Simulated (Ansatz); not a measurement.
# Calculations on CH7AlO

### Relaxation

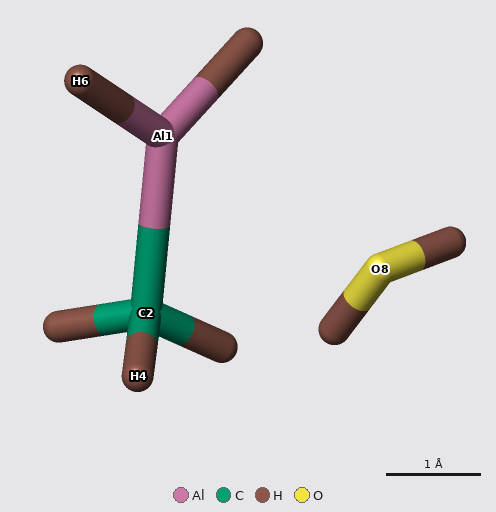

Starting structure of CH$_{7}$AlO. Style: stick. Shown at a tilt.

The run prepares an end point of a later path (reaction) calculation, from a guessed geometry.

Computed with RKS PBE0-D4/6-31G* (Ansatz 0.2.0).

The input:
```yaml
crystal:
  periodic: [false, false, false]
  atoms:
    - { symbol: Al, position_ang: [0.115214, 0.298836, 0.135089] }
    - { symbol: C, position_ang: [0.019193, 0.13355, 2.097206] }
    - { symbol: H, position_ang: [-0.939634, -0.253807, 2.467643] }
    - { symbol: H, position_ang: [0.831244, -0.482363, 2.506106] }
    - { symbol: H, position_ang: [0.137583, 1.120806, 2.567122] }
    - { symbol: H, position_ang: [1.521314, 0.51637, -0.58462] }
    - { symbol: H, position_ang: [-1.239212, 0.395998, -0.712484] }
    - { symbol: O, position_ang: [-0.187385, -2.590028, 0.713224] }
    - { symbol: H, position_ang: [-1.100045, -2.782732, 0.459781] }
    - { symbol: H, position_ang: [-0.269172, -2.103929, 1.566333] }
basis:
  gaussian: { orbitals: "6-31G*" }
hamiltonian:
  xc: pbe0
  dispersion: d4
relax:
  f_tol: 0.03
  max_steps: 50
output:
  orbitals: {}
```

Launched with:
```bash
ansatz run input.yaml --threads 1 --pin off --max-ram 2048MiB --backend cpu --events-out ev --progress --plain --runs-dir out
```

What does the optimiser find from here?

Answer. Over 8 geometry steps the energy falls by 0.637 eV. Largest force component: 0.89 eV/Å at the start, 0.0083 eV/Å at the end. The largest move after the best rigid fit is that of H9, 0.57 Å. By element the largest moves are H 0.57 Å, O 0.52 Å, Al 0.46 Å, C 0.18 Å. Some distances before and after: Al1–O8 2.962 → 2.056 Å, O8–H10 0.985 → 0.969 Å, Al1–H7 1.601 → 1.615 Å, Al1–C2 1.971 → 1.980 Å. New bonds form, among them: Al1–O8 (2.96 → 2.06 Å). Among the angles between lasting bonds that change: H9–O8–H10 104.3° → 106.7°, H6–Al1–H7 119.9° → 117.5°. The run took 20 s on 1 thread of Intel(R) Xeon(R) Platinum 8375C CPU @ 2.90GHz (Ice Lake), with other jobs on the host, peak memory 0.15 GiB.

The structure at the end:

```xyz
10

Al    0.0375   -0.1272    0.2958
C     0.0200    0.2472    2.2398
H    -0.9233   -0.0242    2.7328
H     0.8363   -0.2497    2.7824
H     0.1578    1.3220    2.4192
H     1.4120    0.0608   -0.5056
H    -1.3389    0.0641   -0.5273
O    -0.1459   -2.1718    0.4114
H    -0.9990   -2.4226    0.0263
H    -0.1675   -2.4460    1.3405
```

After the run, drawn alike:

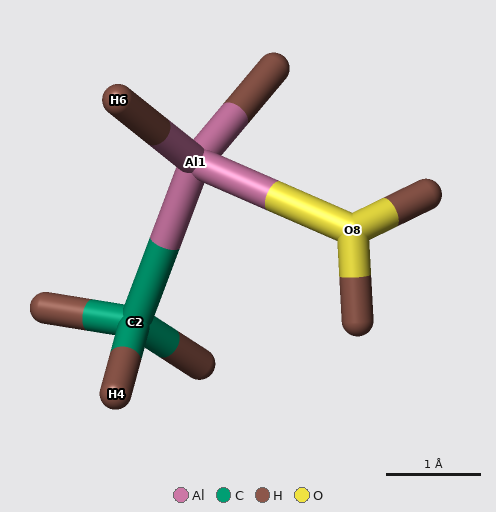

### Relaxation

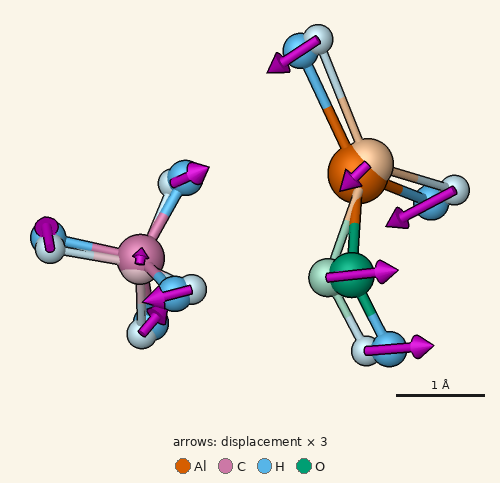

This is a relaxation of CH₇AlO. The starting structure is drawn faded, the final one solid; purple arrows show the displacements, magnified 3 times. The two geometries are superimposed by the best rigid fit.

Style: ball-and-stick. Shown from a free direction.

The run prepares an end point of a later path (reaction) calculation, from a guessed geometry.

Theory: Ansatz 0.2.0, RKS PBE0-D4/6-31G*. Set-up: no spin polarisation; force threshold 0.03 eV/Å; at most 50 steps.

Describe the change and its energy.

Answer. After 7 geometry steps the energy has fallen by 1.75 kcal/mol. Largest force component: 0.7 eV/Å at the start, 0.026 eV/Å at the end. The largest move after the best rigid fit is that of an H atom, 0.33 Å. By element the largest moves are H 0.33 Å, O 0.32 Å, Al 0.16 Å, C 0.07 Å. Some distances before and after: Al–C 3.167 → 3.006 Å, Al–O 1.754 → 1.719 Å, C–H 1.104 → 1.097 Å. Among the angles between lasting bonds that change: Al–O–H 115.2° → 118.0°.

Limits of the set-up: the start holds two separate molecules, 2.2 Å apart at their closest, whose relative position is a soft coordinate.

### Path

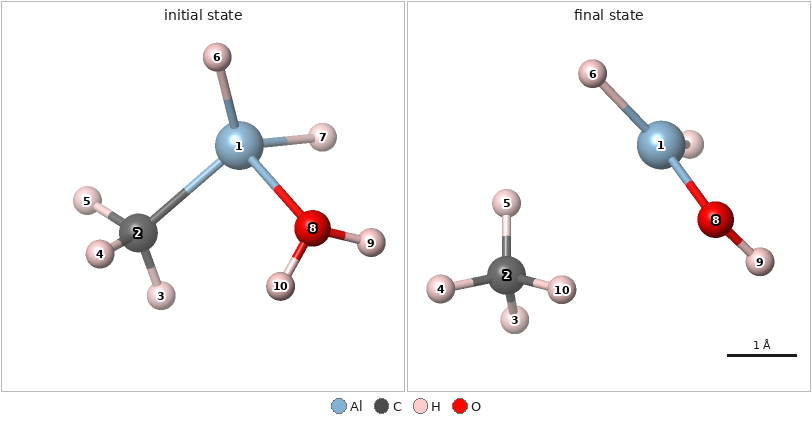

The two relaxed end points of a path for CH$_{7}$AlO. A ball-and-stick model, seen at a tilt.

The calculation used Ansatz 0.2.0, RKS PBE0-D4/6-31G*.

Set-up: 9 movable images; climbing image; force threshold 0.05 eV/Å; iteration limit 56.

Start:
```xyz
10

Al    0.0394   -0.1207    0.2997
C     0.0120    0.2396    2.2463
H    -0.9323   -0.0388    2.7331
H     0.8279   -0.2581    2.7888
H     0.1450    1.3136    2.4339
H     1.4166    0.0782   -0.4943
H    -1.3342    0.0713   -0.5280
O    -0.1368   -2.1668    0.3998
H    -0.9872   -2.4180    0.0093
H    -0.1613   -2.4477    1.3269
```

End:
```xyz
10

Al   -0.0343   -0.5293   -0.3700
C    -0.0019   -0.1472    2.6112
H    -0.9629    0.0095    3.1061
H     0.8080   -0.1444    3.3445
H     0.1714    0.6790    1.9097
H     1.4171    0.0883   -0.5132
H    -1.3844    0.3152   -0.4545
O    -0.1213   -2.2444   -0.2857
H    -0.9928   -2.6508   -0.2425
H    -0.0097   -1.1231    2.1097
```

Question: Predict the minimum-energy path and its barrier.

Answer: Forward barrier 0.70 eV, backward barrier 1.41 eV, with image 5 at the top; the reaction energy is −0.70 eV. Breaking: Al1–C2 (1.98 → 2.14 at the top → 3.01 Å), O8–H10 (0.97 → 1.21 at the top → 2.65 Å). Forming: C2–H10 (2.85 → 1.48 at the top → 1.10 Å). The band is converged. At the top, the vibrational analysis gives one imaginary mode (1288i cm⁻¹), as a transition state must have.

Energies of the converged images:

```tsv
image	path (Å)	E (eV)
0	0.00	0.000
1	0.30	0.013
2	0.60	0.074
3	0.90	0.222
4	1.20	0.468
5	1.50	0.703
6	1.84	0.154
7	2.19	-0.419
8	2.54	-0.625
9	2.89	-0.689
10	3.23	-0.702
```

The geometry at the top of the path:

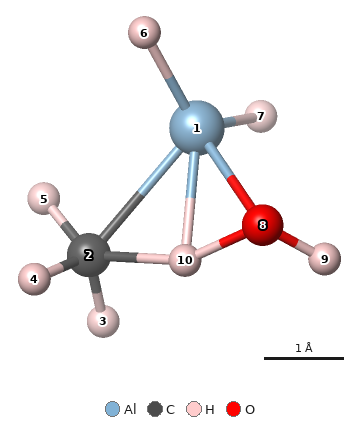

Cost: 3 min on 1 thread of Intel(R) Xeon(R) Platinum 8375C CPU @ 2.90GHz (Ice Lake), with other jobs on the host, peak memory 0.14 GiB.
